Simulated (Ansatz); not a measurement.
Input file:

```
crystal:
  periodic: [false, false, false]
  atoms:
    - {symbol: P, position_ang: [-0.539424, -0.422448, -1.526904]}
    - {symbol: Si, position_ang: [-0.363820, -0.107444, 0.520372]}
    - {symbol: H, position_ang: [-1.423674, -0.542365, 1.467358]}
    - {symbol: H, position_ang: [0.772266, 0.548189, 1.224013]}
    - {symbol: H, position_ang: [0.733952, 0.201859, -1.741138]}
basis:
  gaussian:
    orbitals: def2-TZVPD
hamiltonian:
  xc: pbe0
output:
  forces: true
  orbitals: {seedname: orbitals}
```

Launched as:

```sh
ansatz run input.yaml --threads 1 --pin off --max-ram 2610MiB --events-out events.jsonl --progress --plain --runs-dir runs
```

Geometry: B3LYP-D3(BJ)/def2-SVP.

Computed with Ansatz, isolated molecule in a Gaussian basis; Kohn-Sham density functional theory, functional PBE0.

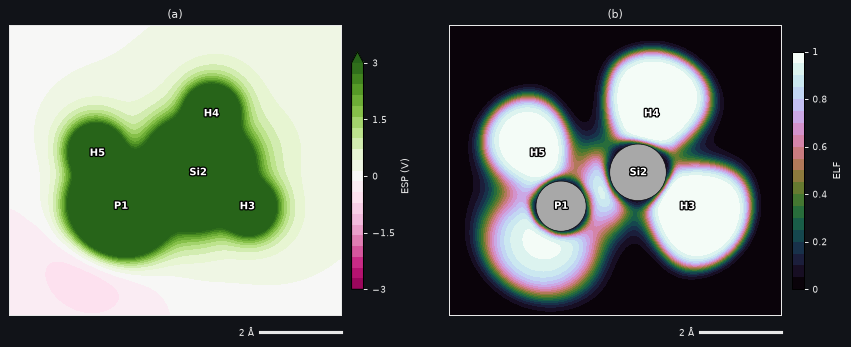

H3PSi. (a) electrostatic potential; (b) electron localisation function on the molecular plane. Grey discs cover the atomic cores in the ELF map.

What does the map show?

Answer.
- The plane passes through P, Si and H nuclei.
- Si–P (2.08 Å): the ELF peaks at about 0.90 between the atoms (a covalent bond).
- P–H (1.43 Å): the ELF climbs to about 1 towards the hydrogen, as it does in any bond to H.
- Si–H (1.49 Å): the ELF climbs to about 1 towards the hydrogen.
- The ELF also peaks beside P1, away from the bonds: lone-pair regions.
- Outside the dense part of the molecule the potential is most negative (−0.6 V) near P1.
